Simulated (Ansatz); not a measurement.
## Run report: SiH6O2, single-point calculation

System: SiH6O2, SMILES O.[SiH3]O.
Method: RKS PBE0-D4/def2-TZVPPD (Ansatz 0.2.0).

The geometry is a complex of two molecules. The geometry comes from this level: PBE0-D4/def2-TZVP.

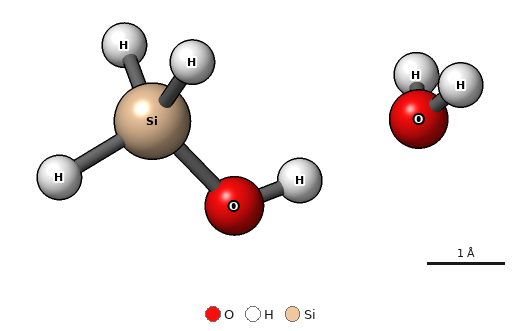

Figure 1. The structure as given in the input (ball-and-stick view, seen at a tilt).

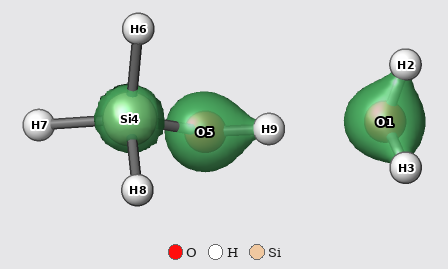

Figure 2. Isosurface of the total electron density at 2 e/Å³ (green), seen from the side. At this value the surface falls into six separate pieces. It is pinched off along the O···H (1.84 Å), Si–O (1.64 Å) and Si–H (1.48 Å) contacts. On the grid the lowest density along these lines, outside the cores, is 0.21 e/Å³ (O···H, 1.84 Å), 1 e/Å³ (Si–O, 1.64 Å), 2.5 e/Å³ (O–H, 0.96 Å) and 0.82 e/Å³ (Si–H, 1.48 Å).

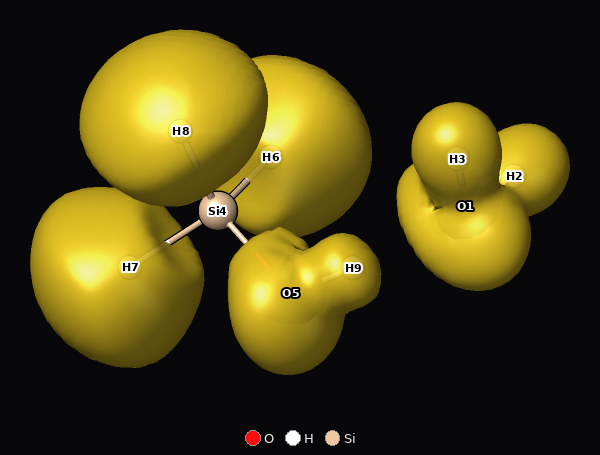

Figure 3. Isosurface of the ELF at 0.75 (yellow), seen at a tilt. Only the valence region is drawn (cores and ρ < 0.01 e/Å³ removed). Profiles from the grid: O1···H9 (1.84 Å): the ELF is only about 0.10 between them; by its geometry a hydrogen bond between the two molecules, with no shared pair. Si–O (1.64 Å): the ELF peaks at about 0.90 between the atoms, which marks a polar covalent bond.

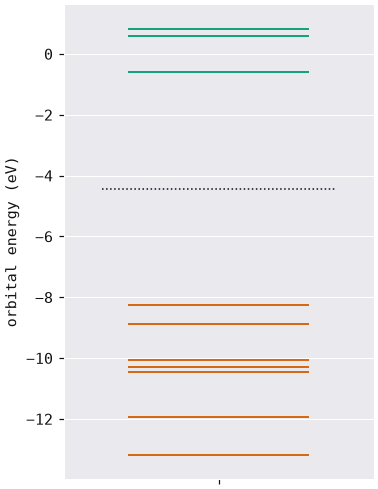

Figure 4. Orbital energies near the frontier; the dotted line parts filled from empty levels, and levels within 0.02 eV of each other stand side by side. Highest filled −8.25 eV, lowest empty −0.61 eV, 7.64 eV apart.

The input that produced these results follows, with the program's output.

Input file
```yaml
crystal:
  periodic: [false, false, false]
  atoms:
    - {symbol: O, position_ang: [-0.205752, 0.063755, -2.203648]}
    - {symbol: H, position_ang: [0.420982, -0.580118, -2.542282]}
    - {symbol: H, position_ang: [-1.078766, -0.286378, -2.396549]}
    - {symbol: Si, position_ang: [0.149514, -0.016398, 1.541536]}
    - {symbol: O, position_ang: [0.253296, 1.109161, 0.360187]}
    - {symbol: H, position_ang: [1.137814, -1.120256, 1.360091]}
    - {symbol: H, position_ang: [0.420758, 0.670771, 2.827024]}
    - {symbol: H, position_ang: [-1.200962, -0.649107, 1.603901]}
    - {symbol: H, position_ang: [0.103116, 0.808667, -0.550359]}
basis:
  gaussian: {orbitals: "def2-TZVPPD.json"}
hamiltonian: {xc: pbe0, dispersion: d4}
output: {orbitals: {seedname: orbitals}}
```

Launched with:
```bash
ansatz run in.yaml --threads 4 --pin off --events-out ev --progress --plain --max-ram 9574MiB
```

Log
```
Functional definition: PBE0
  name "PBE0"
  cite "Adamo & Barone, J. Chem. Phys. 110, 6158 (1999) doi:10.1063/1.478522"
  cite "Perdew, Burke & Ernzerhof, Phys. Rev. Lett. 77, 3865 (1996) doi:10.1103/PhysRevLett.77.3865"
  parent pbe
  parameter a = 0.25
  parameter kappa = 0.804
  parameter beta = 0.06672455060314922
  exchange = (1 - a)*pbe_x(kappa = kappa, mu = beta*pi^2/3) + a*exact_x
  correlation = pbe_c(beta = beta)
1044 factors; their error is unknown
mean field evaluation 1: about -12057.5283 eV, gradient 6.9e1 eV
mean field evaluation 2: about -12043.5558 eV, gradient 1.1e2 eV
mean field evaluation 4: about -12064.9895 eV, gradient 5.9e0 eV
mean field evaluation 8: about -12065.0425 eV, gradient 2.5e-2 eV
mean field evaluation 16: about -12065.0697 eV, gradient 2.0e-5 eV
mean field -12065.06969873 eV, -443.3831334303 hartree, gradient 2.0e-5 eV, S^2 0.000000; 0 other end points of the search recorded, 0 dependent functions left out
reference -12065.06974060 eV, -443.3831349689 hartree; 18, 18 occupied and 212, 212 virtual orbitals, 1044 factors
Total energy: -12065.15416935 eV, -443.3862376685 hartree
```

Results in brief

| quantity | value |
| --- | --- |
| outcome | converged |
| total energy | −12065.1542 eV |
| mean-field energy | −12065.0697 eV |
| dispersion energy | −0.0844 eV |
| SCF solution under orbital rotations | stable |
| HOMO | −8.25 eV |
| LUMO | −0.61 eV |
| hardware | 4 threads of Arm Neoverse V1, 23 GiB of memory available, shared host |
| wall time | 1.9 s (CPU time 6.8 s) |
| peak memory | 0.42 GiB |
